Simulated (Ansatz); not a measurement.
The calculation's input:

```
crystal:
  periodic: [false, false, false]
  atoms:
    - { symbol: Al, position_ang: [-0.915562, 0.0, 0.347331] }
    - { symbol: H, position_ang: [1.57792, 0.0, 1.523725] }
    - { symbol: Cl, position_ang: [2.509274, 0.0, 0.553696] }
    - { symbol: H, position_ang: [-1.224632, 0.0, -1.300552] }
basis:
  gaussian: { orbitals: "6-31G*" }
hamiltonian:
  xc: pbe
  dispersion: d4
relax:
  f_tol: 0.03
  max_steps: 50
output:
  orbitals: {}
```

Run with:

```sh
ansatz run input.yaml --threads 1 --pin off --max-ram 2048MiB --backend cpu --events-out ev --progress --plain --runs-dir out
```

The fields are those of the run's last geometry, not of the input's.

Method: RKS PBE-D4/6-31G* (Ansatz 0.2.0).

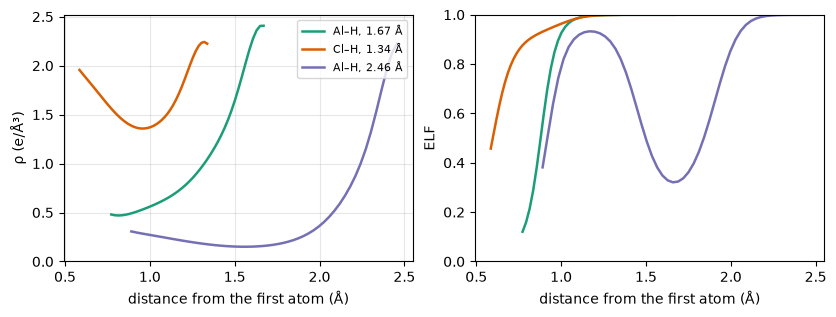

AlH···HCl. Electron density and electron localisation function along straight lines between neighbouring atoms. The curves leave out the atomic cores.

Question: What can be read from the curves?

Answer: Al–H (1.67 Å): ρ at the midpoint is about 0.47 e/Å³; the ELF climbs to about 1 towards the hydrogen.
Cl–H (1.34 Å): ρ at the midpoint is about 1.8 e/Å³; the ELF climbs to about 1 towards the hydrogen; a covalent bond by its length.
Al1···H2 (2.46 Å): the density falls to about 0.15 e/Å³ on the way; the ELF dips to about 0.30 between them.
